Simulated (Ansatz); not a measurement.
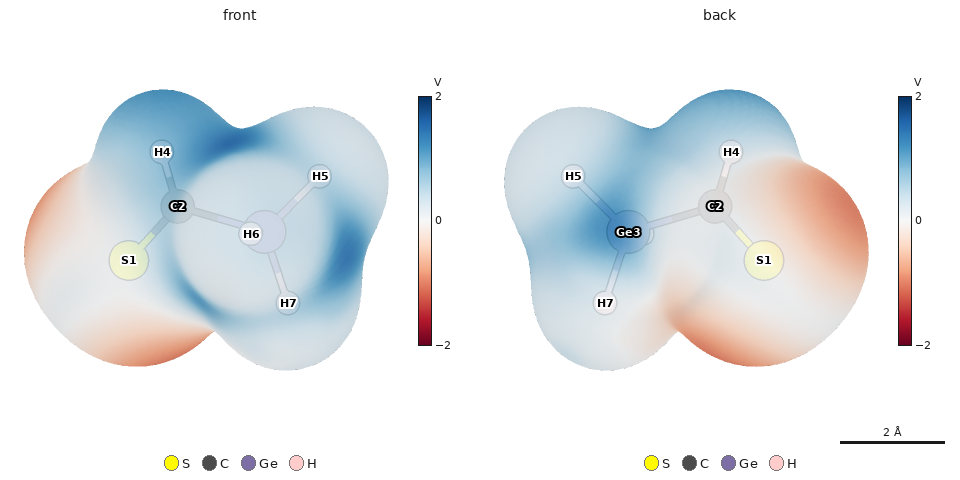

Figure 1: CH4GeS. The molecular electrostatic potential painted on the density surface at 0.002 e/bohr³, seen from the front and from behind; red is negative and blue positive.

These are results of Ansatz 0.2.0, UKS BHLYP-D4/def2-SVP, not measurements.

```xyz
7

S     0.0221   -2.2666    0.8318
C    -0.5530   -0.9928    0.0387
Ge    0.3685    0.7345   -0.0932
H    -1.5296   -1.0705   -0.4515
H     0.2464    1.2619   -1.5276
H    -0.3227    1.7196    0.8558
H     1.8296    0.5458    0.3003
```

Where is the surface potential most negative and most positive?

The most negative region (about −1.0 V) lies over S1, the most positive (about +1.5 V) over Ge3.
